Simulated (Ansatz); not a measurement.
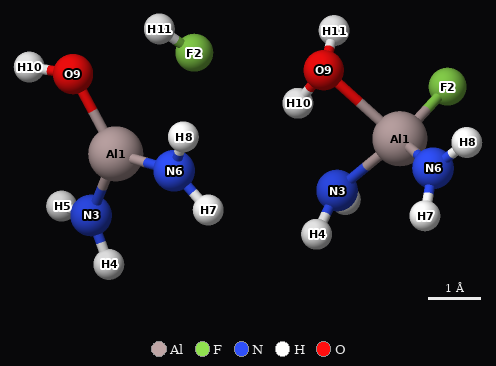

Two geometries of AlN2H6OF, drawn at one scale. One is the start of a relaxation, the other its converged end. The picture is a ball-and-stick view, seen from a free direction.

The calculation used RKS r2SCANh-D4/def2-SVP (Ansatz). Settings: no spin polarisation; force threshold 0.03 eV/Å; at most 50 steps.

> Which one is relaxed?

The right one is the relaxed one. The run prepares an end point of a later path (reaction) calculation, from a guessed geometry. The largest move after the best rigid fit is that of H11, 1.47 Å. Largest moves by element: H 1.47 Å, Al 0.81 Å, F 0.69 Å, N 0.49 Å, O 0.21 Å. Among the contacts that change: F2–H11 0.926 → 2.534 Å, O9–H11 2.198 → 0.967 Å, Al1–F2 2.884 → 1.684 Å, Al1–O9 1.758 → 1.998 Å. New bonds form, among them: Al1–F2 (2.88 → 1.68 Å), O9–H11 (2.20 → 0.97 Å). Bonds break, among them: F2–H11 (0.93 → 2.53 Å). Bond angles that change, for instance: Al1–O9–H10 121.6° → 83.7°, N3–Al1–O9 120.1° → 85.4°, Al1–N3–H5 125.6° → 118.9°. The energy falls by 1.320 eV in 27 accepted moves (29 points after the start). Largest force component: 0.79 eV/Å at the start, 0.026 eV/Å at the end. The line search rejected the trial steps at points 20, 23 of the run. The forces were under the threshold at step 21, but the run went on from there.
